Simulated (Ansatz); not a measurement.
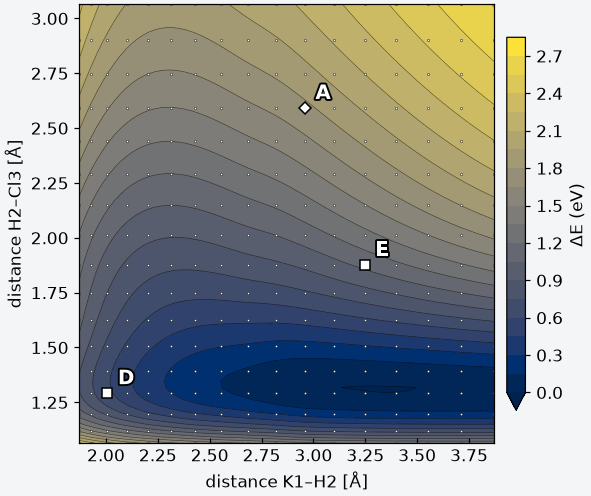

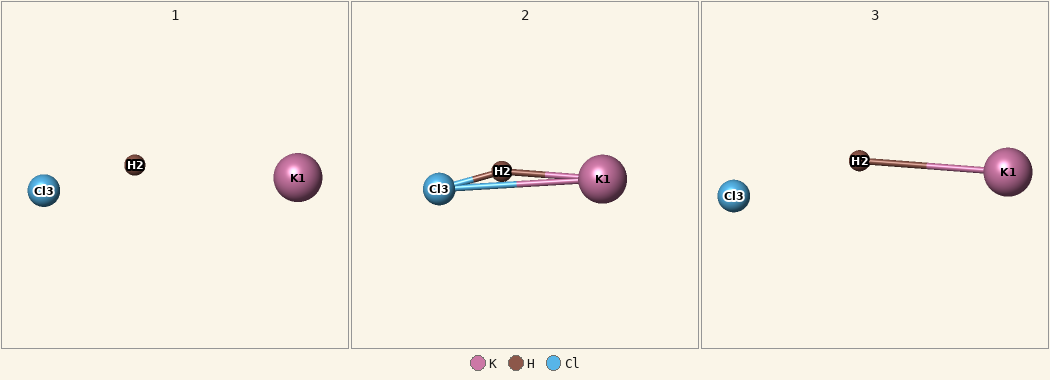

The system K + HCl, spin multiplicity 2. First axis: distance K1–H2. Second axis: distance H2–Cl3. Nothing is relaxed (the angle K1–H2–Cl3 is fixed at 160 degrees). The scan uses a 17 × 17 grid. Points are written as (first, second). Energies are in eV, from the lowest grid point. The calculation used UKS PBE0-D4/def2-SVPD in Ansatz 0.2.0.

Drawn: filled contours, dots at the grid points, lettered points. Between grid points the surface is interpolated. The numbered pictures are the structures at these points, in random order.

Which structure belongs to which point?

A is structure 3: (2.958 Å, 2.591 Å), 1.77 eV; D is structure 2: (2.006 Å, 1.291 Å), 0.64 eV; E is structure 1: (3.248 Å, 1.876 Å), 1.09 eV.
